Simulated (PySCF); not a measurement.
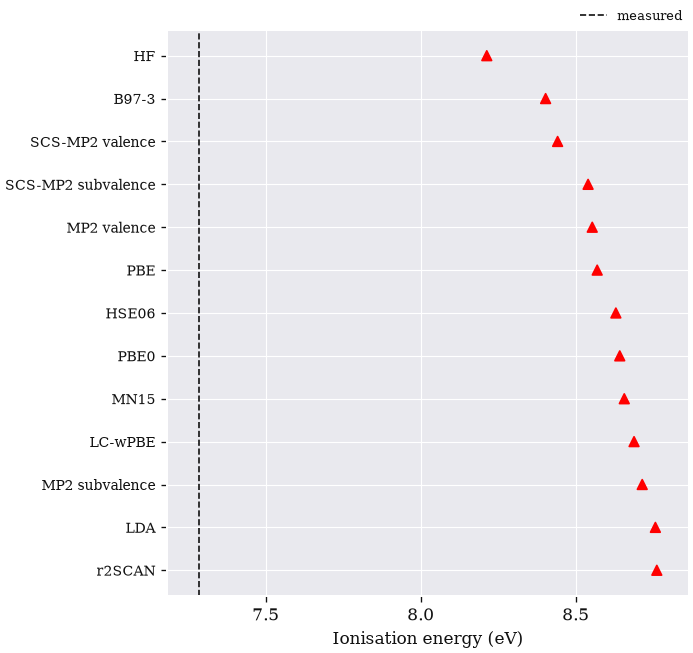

The ionisation energy of an atom or ion with 83 electrons in the configuration [Xe] 4f¹⁴ 5d¹⁰ 6s² 6p³ by several methods. PySCF, def2-TZVPPD with a 60-electron core potential, unrestricted single determinants, no spin-orbit coupling. Methods marked “valence” freeze 18 core electrons; methods marked “subvalence” freeze no core electrons.

Question: Which atom or ion is it?

Answer: The Bi atom. The values run from 8.213 eV (HF) to 8.762 eV (r2SCAN). The measured value is 7.286 eV; nearest to it come HF (+0.928) and B97-3 (+1.117), furthest r2SCAN (+1.476 eV).

Limits of the model: spin-orbit shift not estimated.
